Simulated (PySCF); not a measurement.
**Run report: C$_{3}$H$_{2}$F (charge +1), saddle-point search (part 1 of 3)**

The run: saddle-point search of C$_{3}$H$_{2}$F, charge +1. Method and program: HF/pcSseg-1, RHF (PySCF 2.14.0).

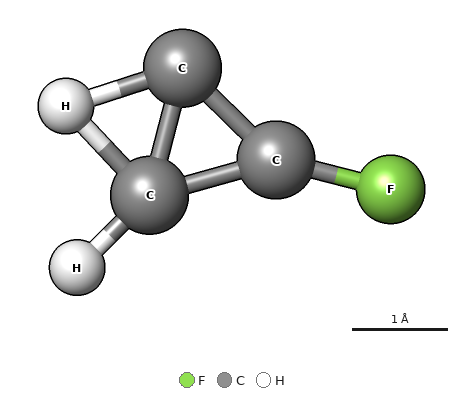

Fig. 1: The structure as given in the input (ball-and-stick view, seen on its broad side).

## The input (run.py)
```python
from pyscf import gto
from pyscf.geomopt.geometric_solver import kernel as optimise

mol = gto.Mole()
mol.atom = [
    ('F', (-0.466690, -1.833010, 0.722760)),
    ('C', (-0.178030, -0.700530, 0.276220)),
    ('C', (0.660170, 0.122710, -0.455960)),
    ('C', (-0.464080, 0.648280, 0.152430)),
    ('H', (0.348698, 1.373630, -0.542201)),
    ('H', (-1.091470, 1.497420, 0.364360)),
]
mol.verbose = 3
mol.charge = 1
mol.basis = 'pcsseg-1'
mol.spin = 0
mol.max_memory = 1860
mol.build()

hf = mol.RHF()
converged, mol_eq = optimise(hf, maxsteps=60, transition=True, hessian=True)
print('converged:', converged)
print(mol_eq.tostring())

hf.reset(mol_eq)
mol = mol_eq
hf.kernel()
etot = hf.e_tot
print('E = %.10f Eh' % etot)
```

Run on 1 thread of Intel Xeon @ 2.50GHz (Skylake/Cascade Lake), 189 GiB of memory available, shared host.

Launch command:
```bash
OMP_NUM_THREADS=1 python run.py
```

## What the program printed
```
converged SCF energy = -213.616349199245

#|     Arguments passed to driver run_optimizer():      |#
customengine              <pyscf.geomopt.geometric_solver.PySCFEngine object>
maxiter                   60
transition                True
----------------------------------------------------------
 Transition state optimization requested.
Custom engine selected.
Requested bond order-based connectivity but it is not available in the current engine
Bonds will be generated from interatomic distances less than 1.20 times sum of covalent radii
Creating artificial bond to isolated atom: 5-4
18 internal coordinates being used (instead of 18 Cartesians)
Internal coordinate system (atoms numbered from 1):
Distance 1-2
Distance 2-3
Distance 2-4
Distance 3-4
Distance 4-6
Distance 4-5
Angle 1-2-3
Angle 1-2-4
Angle 2-3-4
Angle 2-4-6
Angle 3-4-6
Angle 5-4-6
Out-of-Plane 2-3-4-1
Out-of-Plane 4-2-3-6
Out-of-Plane 4-2-3-5
Out-of-Plane 4-2-5-6
Out-of-Plane 4-3-5-6
Dihedral 1-2-3-4
Dihedral 1-2-4-3
Dihedral 1-2-4-6
Dihedral 1-2-4-5
Dihedral 3-2-4-6
Dihedral 3-2-4-5
Dihedral 2-3-4-6
Dihedral 2-3-4-5
Translation-X 1-6
Translation-Y 1-6
Translation-Z 1-6
Rotation-A 1-6
Rotation-B 1-6
Rotation-C 1-6
<class 'geometric.internal.Distance'> : 6
<class 'geometric.internal.Angle'> : 6
<class 'geometric.internal.OutOfPlane'> : 5
<class 'geometric.internal.Dihedral'> : 8
<class 'geometric.internal.TranslationX'> : 1
<class 'geometric.internal.TranslationY'> : 1
<class 'geometric.internal.TranslationZ'> : 1
<class 'geometric.internal.RotationA'> : 1
<class 'geometric.internal.RotationB'> : 1
<class 'geometric.internal.RotationC'> : 1
> ===== Optimization Info: ====
> Job type: Transition state optimization
> Maximum number of optimization cycles: 60
> Initial / maximum trust radius (Angstrom): 0.010 / 0.030
> Convergence Criteria:
> Will converge when all 5 criteria are reached:
>  |Delta-E| < 1.00e-06
>  RMS-Grad  < 3.00e-04
>  Max-Grad  < 4.50e-04
>  RMS-Disp  < 1.20e-03
>  Max-Disp  < 1.80e-03
> === End Optimization Info ===

Geometry optimization cycle 1
Cartesian coordinates (Angstrom)
 Atom        New coordinates             dX        dY        dZ
   F  -0.466690  -1.833010   0.722760    0.000000  0.000000 -0.000000
   C  -0.178030  -0.700530   0.276220    0.000000  0.000000  0.000000
   C   0.660170   0.122710  -0.455960    0.000000 -0.000000  0.000000
   C  -0.464080   0.648280   0.152430    0.000000  0.000000  0.000000
   H   0.348698   1.373630  -0.542201    0.000000  0.000000  0.000000
   H  -1.091470   1.497420   0.364360    0.000000  0.000000  0.000000

WARN: Mole.unit (angstrom) is changed to Bohr

converged SCF energy = -213.616349199255
--------------- RHF_Scanner gradients ---------------
         x                y                z
0 F    -0.0108086522    -0.0162085112     0.0106758278
1 C     0.0131754681    -0.1229114451     0.0197173186
2 C    -0.0611338892     0.0072911755     0.0380241468
3 C     0.0932177697     0.0782812850    -0.0784090552
4 H    -0.0401660639     0.0537517468     0.0136646637
5 H     0.0057153675    -0.0002042509    -0.0036729017
----------------------------------------------
cycle 1: E = -213.616349199  dE = -213.616  norm(grad) = 0.217026
>> Using Hessian data provided via params...
>> Initial Cartesian Hessian Eigenvalues
Hessian Eigenvalues:  -1.873e-01 -4.112e-02 -4.320e-09  7.068e-09  1.349e-08  3.622e-03  1.279e-02
 2.490e-02  6.062e-02  6.687e-02  1.171e-01  1.981e-01    .....    7.849e-01  1.238e+00  1.786e+00

== Summary of harmonic free energy analysis ==
Note: Rotational symmetry is set to 1 regardless of true symmetry
1 Imaginary Frequencies (cm^-1): 1299.389i
Note: Free energy does not include contribution from imaginary mode(s)

Free energy contributions calculated at @ 300.00 K:
Zero-point vibrational energy:                                   21.2024 kcal/mol
H   (Trans + Rot + Vib = Tot):   1.4904 +   0.8942 +   0.4822 =   2.8668 kcal/mol
S   (Trans + Rot + Vib = Tot):  38.1017 +  22.8913 +   2.2086 =  63.2017 cal/mol/K
TS  (Trans + Rot + Vib = Tot):  11.4305 +   6.8674 +   0.6626 =  18.9605 kcal/mol

Ground State Electronic Energy    : E0                        =  -213.61634920 au (   -134046.2829 kcal/mol)
Free Energy Correction (Harmonic) : ZPVE + [H-TS]_T,R,V       =     0.00814123 au (         5.1087 kcal/mol)
Gibbs Free Energy (Harmonic)      : E0 + ZPVE + [H-TS]_T,R,V  =  -213.60820797 au (   -134041.1742 kcal/mol)

Step    0 : Gradient = 8.860e-02/1.448e-01 (rms/max) Energy = -213.6163491993
Hessian Eigenvalues:  -3.019e-01 -5.424e-03 -4.864e-07 -6.372e-08  1.721e-08  8.379e-08  1.836e-07
 7.935e-07  1.450e-02  3.287e-02  6.283e-02  1.016e-01    .....    4.157e-01  6.154e-01  6.552e-01

Geometry optimization cycle 2
Cartesian coordinates (Angstrom)
 Atom        New coordinates             dX        dY        dZ
   F  -0.469487  -1.822081   0.722060   -0.002797  0.010929 -0.000700
   C  -0.174588  -0.693787   0.272440    0.003442  0.006743 -0.003780
   C   0.669774   0.118301  -0.461164    0.009604 -0.004409 -0.005204
   C  -0.463821   0.647828   0.152367    0.000259 -0.000452 -0.000063
   H   0.340764   1.362748  -0.534564   -0.007934 -0.010882  0.007637
   H  -1.094044   1.495490   0.366470   -0.002574 -0.001930  0.002110
converged SCF energy = -213.620074638803
--------------- RHF_Scanner gradients ---------------
         x                y                z
0 F    -0.0102018573    -0.0142383191     0.0098290189
1 C     0.0125200651    -0.1178192885     0.0189747526
2 C    -0.0586346707     0.0098363131     0.0358165217
3 C     0.0885935731     0.0720200047    -0.0739682633
4 H    -0.0378091134     0.0498968118     0.0130189089
5 H     0.0055320032     0.0003044780    -0.0036709389
----------------------------------------------
cycle 2: E = -213.620074639  dE = -0.00372544  norm(grad) = 0.20557
Step    1 : Displace = 9.941e-03/1.548e-02 (rms/max) Trust = 1.000e-02 (=) Grad = 8.392e-02/1.360e-01 (rms/max) E (change) = -213.6200746388 (-3.725e-03) Quality = 0.999
Hessian Eigenvalues:  -2.949e-01 -5.424e-03 -4.863e-07 -6.372e-08  1.723e-08  8.409e-08  1.841e-07
 7.935e-07  1.450e-02  3.287e-02  6.290e-02  1.017e-01    .....    4.200e-01  6.147e-01  6.551e-01

Geometry optimization cycle 3
Cartesian coordinates (Angstrom)
 Atom        New coordinates             dX        dY        dZ
   F  -0.473515  -1.806510   0.721092   -0.004027  0.015571 -0.000969
   C  -0.169697  -0.684147   0.267055    0.004891  0.009641 -0.005385
   C   0.683629   0.111480  -0.468566    0.013855 -0.006821 -0.007402
   C  -0.463482   0.647230   0.152285    0.000340 -0.000598 -0.000082
   H   0.329492   1.347825  -0.523838   -0.011271 -0.014922  0.010726
   H  -1.097830   1.492620   0.369581   -0.003787 -0.002870  0.003111
converged SCF energy = -213.625029005844
--------------- RHF_Scanner gradients ---------------
         x                y                z
0 F    -0.0093410985    -0.0114590204     0.0086315930
1 C     0.0116488278    -0.1093513682     0.0175976103
2 C    -0.0551408085     0.0127320740     0.0328823358
3 C     0.0824251778     0.0628144967    -0.0678487510
4 H    -0.0349342363     0.0442183832     0.0124554328
5 H     0.0053421376     0.0010454346    -0.0037182209
----------------------------------------------
cycle 3: E = -213.625029006  dE = -0.00495437  norm(grad) = 0.188937
Step    2 : Displace = 1.412e-02/2.156e-02 (rms/max) Trust = 1.414e-02 (+) Grad = 7.713e-02/1.239e-01 (rms/max) E (change) = -213.6250290058 (-4.954e-03) Quality = 0.995
Hessian Eigenvalues:  -2.754e-01 -5.424e-03 -4.863e-07 -6.372e-08  1.723e-08  8.409e-08  1.841e-07
 7.935e-07  1.450e-02  3.287e-02  6.304e-02  1.020e-01    .....    4.303e-01  6.122e-01  6.548e-01

Geometry optimization cycle 4
Cartesian coordinates (Angstrom)
 Atom        New coordinates             dX        dY        dZ
   F  -0.479484  -1.784389   0.719877   -0.005969  0.022120 -0.001215
   C  -0.162628  -0.670471   0.259331    0.007068  0.013675 -0.007724
   C   0.704089   0.100371  -0.479260    0.020460 -0.011109 -0.010694
   C  -0.463060   0.646744   0.152125    0.000421 -0.000486 -0.000160
   H   0.313399   1.327897  -0.508839   -0.016093 -0.019928  0.014999
   H  -1.103718   1.488348   0.374374   -0.005887 -0.004272  0.004794
converged SCF energy = -213.631268667963
--------------- RHF_Scanner gradients ---------------
         x                y                z
0 F    -0.0081381584    -0.0076466623     0.0069750299
1 C     0.0105113674    -0.0952827604     0.0151078766
2 C    -0.0500098435     0.0154275426     0.0289310651
3 C     0.0742884965     0.0495175121    -0.0595121515
4 H    -0.0318621169     0.0358292970     0.0123862589
5 H     0.0052102549     0.0021550710    -0.0038880790
----------------------------------------------
cycle 4: E = -213.631268668  dE = -0.00623966  norm(grad) = 0.164859
Step    3 : Displace = 2.015e-02/2.969e-02 (rms/max) Trust = 2.000e-02 (+) Grad = 6.730e-02/1.073e-01 (rms/max) E (change) = -213.6312686680 (-6.240e-03) Quality = 0.989
Hessian Eigenvalues:  -2.416e-01 -5.424e-03 -4.863e-07 -6.372e-08  1.724e-08  8.445e-08  1.848e-07
 7.935e-07  1.450e-02  3.287e-02  6.308e-02  1.025e-01    .....    4.445e-01  6.070e-01  6.550e-01

Geometry optimization cycle 5
Cartesian coordinates (Angstrom)
 Atom        New coordinates             dX        dY        dZ
   F  -0.488686  -1.753300   0.718698   -0.009202  0.031090 -0.001179
   C  -0.152253  -0.651377   0.248218    0.010375  0.019094 -0.011113
   C   0.735098   0.081056  -0.494899    0.031009 -0.019316 -0.015640
   C  -0.462586   0.647261   0.151699    0.000475  0.000517 -0.000425
   H   0.290639   1.303097  -0.488403   -0.022760 -0.024800  0.020436
   H  -1.113613   1.481763   0.382295   -0.009895 -0.006586  0.007921
converged SCF energy = -213.638288421111
--------------- RHF_Scanner gradients ---------------
         x                y                z
0 F    -0.0065465894    -0.0027830722     0.0048253623
1 C     0.0091267742    -0.0723079102     0.0107341640
2 C    -0.0422349409     0.0165246812     0.0236305457
3 C     0.0640701015     0.0310631278    -0.0486410613
4 H    -0.0297216544     0.0236374798     0.0137954944
5 H     0.0053063090     0.0038656935    -0.0043445052
----------------------------------------------
cycle 5: E = -213.638288421  dE = -0.00701975  norm(grad) = 0.131325
Step    4 : Displace = 2.882e-02/3.973e-02 (rms/max) Trust = 2.828e-02 (+) Grad = 5.361e-02/8.623e-02 (rms/max) E (change) = -213.6382884211 (-7.020e-03) Quality = 0.973
Hessian Eigenvalues:  -1.878e-01 -5.424e-03 -4.863e-07 -6.372e-08  1.724e-08  8.448e-08  1.849e-07
 7.935e-07  1.450e-02  3.287e-02  6.242e-02  1.033e-01    .....    4.635e-01  5.997e-01  6.561e-01

Geometry optimization cycle 6
Cartesian coordinates (Angstrom)
 Atom        New coordinates             dX        dY        dZ
   F  -0.500246  -1.721912   0.718981   -0.011559  0.031388  0.000283
   C  -0.140422  -0.633095   0.236343    0.011831  0.018282 -0.011875
   C   0.771305   0.054585  -0.512261    0.036206 -0.026471 -0.017361
   C  -0.461911   0.650916   0.150425    0.000674  0.003654 -0.001275
   H   0.267252   1.284217  -0.468924   -0.023387 -0.018880  0.019478
   H  -1.127379   1.473789   0.393045   -0.013766 -0.007974  0.010750
converged SCF energy = -213.643127630694
--------------- RHF_Scanner gradients ---------------
         x                y                z
0 F    -0.0052076228     0.0010320331     0.0030807552
1 C     0.0080804904    -0.0488148441     0.0060206241
2 C    -0.0334066529     0.0156509646     0.0180996941
3 C     0.0546267101     0.0150890035    -0.0388433776
4 H    -0.0298099549     0.0111150957     0.0167289907
5 H     0.0057170301     0.0059277471    -0.0050866865
----------------------------------------------
cycle 6: E = -213.643127631  dE = -0.00483921  norm(grad) = 0.101572
Step    5 : Displace = 3.086e-02/4.804e-02 (rms/max) Trust = 3.000e-02 (+) Grad = 4.147e-02/6.871e-02 (rms/max) E (change) = -213.6431276307 (-4.839e-03) Quality = 0.959
Hessian Eigenvalues:  -1.222e-01 -5.424e-03 -4.863e-07 -6.372e-08  1.724e-08  8.447e-08  1.848e-07
 7.935e-07  1.450e-02  3.287e-02  5.823e-02  1.040e-01    .....    4.785e-01  5.985e-01  6.570e-01

Geometry optimization cycle 7
Cartesian coordinates (Angstrom)
 Atom        New coordinates             dX        dY        dZ
   F  -0.514492  -1.693898   0.721782   -0.014246  0.028013  0.002801
   C  -0.128027  -0.618931   0.225044    0.012395  0.014164 -0.011300
   C   0.809846   0.021342  -0.529571    0.038541 -0.033243 -0.017311
   C  -0.460606   0.659054   0.147715    0.001305  0.008139 -0.002710
   H   0.248038   1.278095  -0.455093   -0.019214 -0.006122  0.013831
   H  -1.146161   1.462838   0.407733   -0.018782 -0.010950  0.014688
converged SCF energy = -213.646029739526
--------------- RHF_Scanner gradients ---------------
         x                y                z
0 F    -0.0045073293     0.0029741591     0.0021805410
1 C     0.0077608017    -0.0329417710     0.0025816865
2 C    -0.0249283827     0.0147459761     0.0128044018
3 C     0.0455177406     0.0058700006    -0.0308106311
4 H    -0.0300075385     0.0012596380     0.0191214606
5 H     0.0061647083     0.0080919971    -0.0058774588
----------------------------------------------
cycle 7: E = -213.64602974  dE = -0.00290211  norm(grad) = 0.0815482
Step    6 : Displace = 3.090e-02/5.362e-02 (rms/max) Trust = 3.000e-02 (=) Grad = 3.329e-02/5.528e-02 (rms/max) E (change) = -213.6460297395 (-2.902e-03) Quality = 0.989
Hessian Eigenvalues:  -7.567e-02 -5.424e-03 -4.863e-07 -6.372e-08  1.724e-08  8.449e-08  1.849e-07
 7.935e-07  1.450e-02  3.287e-02  4.452e-02  1.036e-01    .....    4.816e-01  6.096e-01  6.570e-01

Geometry optimization cycle 8
Cartesian coordinates (Angstrom)
 Atom        New coordinates             dX        dY        dZ
   F  -0.530537  -1.669160   0.726504   -0.016046  0.024738  0.004722
   C  -0.116540  -0.608256   0.215135    0.011487  0.010675 -0.009909
   C   0.847954  -0.018339  -0.545122    0.038108 -0.039681 -0.015550
   C  -0.458209   0.670117   0.143626    0.002397  0.011062 -0.004089
   H   0.234033   1.287027  -0.448102   -0.014005  0.008932  0.006991
   H  -1.168102   1.447112   0.425568   -0.021942 -0.015726  0.017835
converged SCF energy = -213.648415168774
--------------- RHF_Scanner gradients ---------------
         x                y                z
0 F    -0.0041670550     0.0036043221     0.0018153702
1 C     0.0074981065    -0.0240950424     0.0007158463
2 C    -0.0182205210     0.0144817424     0.0085116953
3 C     0.0362907305    -0.0002447481    -0.0234084887
4 H    -0.0279373431    -0.0038743106     0.0189553593
5 H     0.0065360821     0.0101280366    -0.0065897825
----------------------------------------------
cycle 8: E = -213.648415169  dE = -0.00238543  norm(grad) = 0.0670349
Step    7 : Displace = 3.167e-02/5.689e-02 (rms/max) Trust = 3.000e-02 (=) Grad = 2.737e-02/4.319e-02 (rms/max) E (change) = -213.6484151688 (-2.385e-03) Quality = 0.955
Hessian Eigenvalues:  -6.455e-02 -5.424e-03 -4.863e-07 -6.372e-08  1.724e-08  8.444e-08  1.848e-07
 7.935e-07  1.450e-02  3.287e-02  3.392e-02  1.037e-01    .....    4.817e-01  6.114e-01  6.569e-01

Geometry optimization cycle 9
Cartesian coordinates (Angstrom)
 Atom        New coordinates             dX        dY        dZ
   F  -0.544639  -1.648550   0.730925   -0.014102  0.020610  0.004421
   C  -0.107724  -0.599353   0.207368    0.008816  0.008903 -0.007767
   C   0.880638  -0.059915  -0.556746    0.032685 -0.041576 -0.011624
   C  -0.455602   0.681802   0.139249    0.002607  0.011686 -0.004377
   H   0.224712   1.305112  -0.446225   -0.009321  0.018086  0.001877
   H  -1.188786   1.429402   0.443038   -0.020684 -0.017709  0.017470
converged SCF energy = -213.650898266622
```
